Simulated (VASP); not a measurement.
Here is the system:

```
Ge
1.0
    3.99231     0.00000     0.00000
   -1.99615     3.45744     0.00000
    0.00000     0.00000     6.58799
Ge
4
Direct
  0.66667   0.33333   0.06285
  0.33333   0.66667   0.93715
  0.33333   0.66667   0.56285
  0.66667   0.33333   0.43715
```

All values below come from r2SCAN meta-GGA, VASP's PBE PAW potentials (set 64) (plane waves; VASP). Run with 400 eV cut-off, 7×7×4 Γ-centred mesh, tetrahedra with Blöchl corrections, potentials Ge_d.

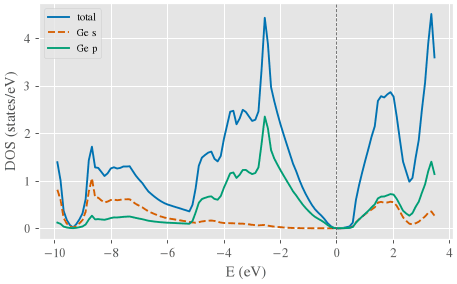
Figure. Total and projected density of states, zero at the valence-band maximum

Within 2 eV below the valence-band maximum the largest weight inside VASP's projection spheres is Ge p.

The gap is direct, 0.07 eV, from the valence maximum at Γ to the conduction minimum at Γ.

The structure comes from a computed database's Ge entry (P6_3/mmc); how it stands against other phases isn't given here. It was relaxed first.
